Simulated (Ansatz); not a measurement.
# BH3O: the cost of one run

Program: Ansatz 0.2.0. Level of theory: RKS PBE0-D4/def2-mTZVP. These are calculated values, not measurements.

**1. The system as given**

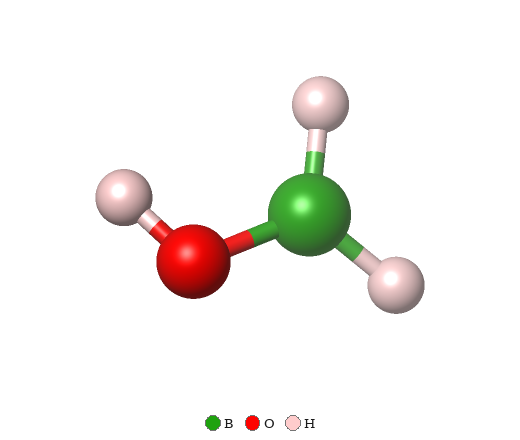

Start, viewed from a chosen angle; boron green, oxygen red, hydrogen pink.

Coordinates:

```xyz
5

B     0.0000    0.0000    0.0000
O     0.0000    0.0000    1.4100
H    -0.9095   -0.2814    1.7471
H     1.0305    0.0000   -0.5950
H    -1.0305    0.0000   -0.5950
```

**2. Preparing the start**

Contents of input.yaml:

```yaml
crystal:
  periodic: [false, false, false]
  atoms:
    - { symbol: B, position_ang: [0.0, 0.0, 0.0] }
    - { symbol: O, position_ang: [0.0, 0.0, 1.41] }
    - { symbol: H, position_ang: [-0.9095, -0.2814, 1.7471] }
    - { symbol: H, position_ang: [1.0305, 0.0, -0.595] }
    - { symbol: H, position_ang: [-1.0305, 0.0, -0.595] }
basis:
  gaussian: { orbitals: def2-mTZVP }
hamiltonian:
  xc: pbe0
  dispersion: d4
relax:
  f_tol: 0.02
  max_steps: 40
```

The run is started by

```
$ ansatz run input.yaml --threads 1 --pin off --max-ram 2048MiB --backend cpu --events-out ev --progress --plain --runs-dir out
```

Q: Estimate wall time and peak memory on 1 thread of Arm Neoverse V2, shared host.

About 4.8 s, with a peak of 0.1 GiB.
